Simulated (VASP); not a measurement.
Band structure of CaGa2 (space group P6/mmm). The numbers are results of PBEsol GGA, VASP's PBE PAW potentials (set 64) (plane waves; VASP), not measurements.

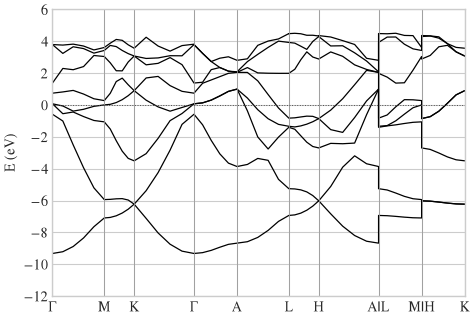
Figure. Bands along high-symmetry lines, zero at the valence-band maximum or, without a gap, the Fermi level

Problem. Read the plot: is there a gap, and where are the band edges?

Solution. It has no gap at this level: it comes out as a metal or semimetal.

The structure comes from a computed database's CaGa2 entry; how it stands against other phases isn't given here. The cell was not relaxed at this level.
